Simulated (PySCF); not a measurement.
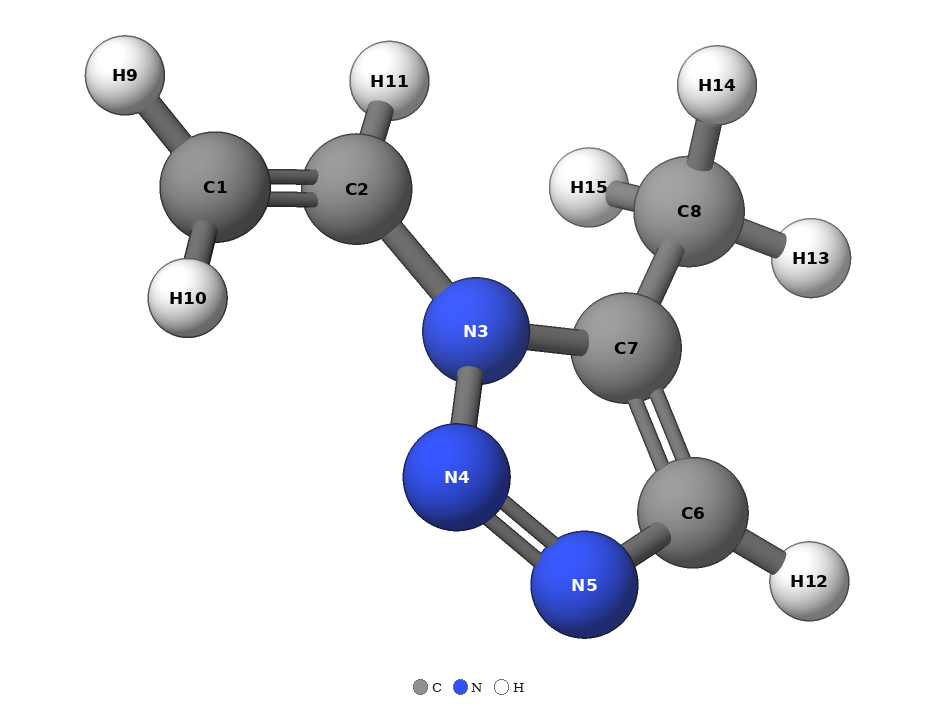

The geometry was computed by an optimisation with GFN2-xTB. No frequency run is at hand to confirm it as a minimum. Electric field gradients from the ground-state density, B3LYP/pcJ-1 (PySCF 2.14.0), non-relativistic apart from any core potentials.

Give the largest field-gradient component, the quadrupole coupling constant and the asymmetry for 14N at N3 (Q = 20.44 mb), 14N at N4 (Q = 20.44 mb), 14N at N5 (Q = 20.44 mb), 2H at H9 (Q = 2.86 mb), 2H at H10 (Q = 2.86 mb).

| atom | V_zz (a.u.) | e²qQ/h (MHz) | η |
| --- | --- | --- | --- |
| N3 | −0.580 | −2.79 | 0.36 |
| N4 | −1.021 | −4.90 | 0.77 |
| N5 | −1.143 | −5.49 | 0.03 |
| H9 | 0.330 | 0.222 | 0.06 |
| H10 | 0.320 | 0.215 | 0.05 |
